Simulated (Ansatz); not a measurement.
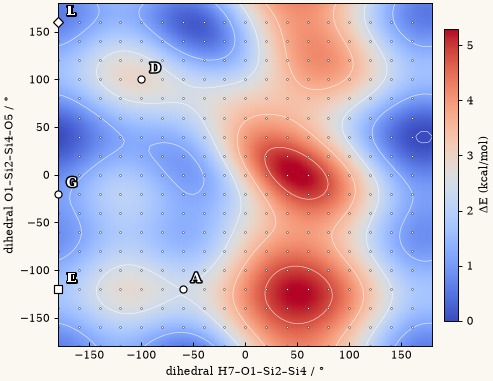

F₂H₄O₂Si₂, SMILES O[SiH](F)[SiH](O)F. The first coordinate is: dihedral H7–O1–Si2–Si4; the second: dihedral O1–Si2–Si4–O5. Nothing is relaxed (all other coordinates rigid). The scan uses an 18 × 18 grid. Energies are in kcal/mol, from the lowest grid point. Computed with RHF/def2-SVP (Ansatz).

The picture shows a smooth colour map with a few white contour lines, dots at the grid points, lettered points. Between grid points the surface is interpolated.

> Is A the lowest point of the computed grid?

No. A lies 2.41 kcal/mol above the lowest grid point, which is at dihedral H7–O1–Si2–Si4 = −180°, dihedral O1–Si2–Si4–O5 = 40°.

> What kind of point is each of A, D, E, G, L: minimum, saddle, maximum or slope?

A: saddle point; D: maximum; E: saddle point; G: saddle point; L: minimum. (In these two coordinates alone; a stationary point may lie a little off the grid point.)

> Rank the lettered points by energy, lowest first.

L (0.63 kcal/mol), G (1.07 kcal/mol), E (1.73 kcal/mol), A (2.41 kcal/mol), D (2.91 kcal/mol).
